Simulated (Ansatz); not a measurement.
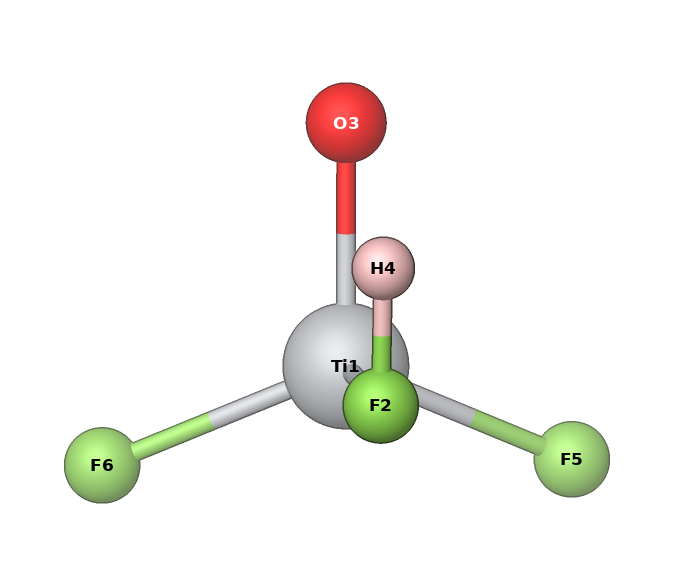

Ti1 lies behind F2. The molecule seen nearly along the F2–Ti1 bond, F2 in front. Distant atoms are faded towards the background colour. Charge 0, singlet. Computed geometry: PBE0-D4/def2-TZVP optimisation.

Q: What is the torsion angle H4–F2–Ti1–F5? The sign is positive where the front bond must turn clockwise to cover the back bond.

A: 114°, anticlinal.
